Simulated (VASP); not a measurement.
Band structure of TiN (rock salt). Method: PBE GGA with D3 dispersion (Becke-Johnson damping), VASP's PBE PAW potentials (set 64) (plane waves; VASP).

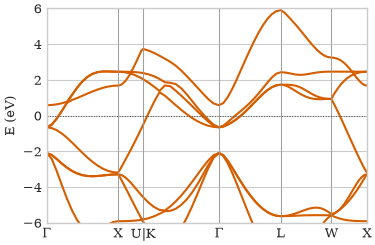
*Bands along high-symmetry lines, zero at the valence-band maximum or, without a gap, the Fermi level*

### Question
Read the plot: is there a gap, and where are the band edges?

### Answer
It has no gap at this level: it comes out as a metal or semimetal. (Edges off the drawn lines would not show.)

The compound is TiN in the rock salt structure. It was relaxed first. The electron count is odd and the run is not spin-polarised, which forces a metal.
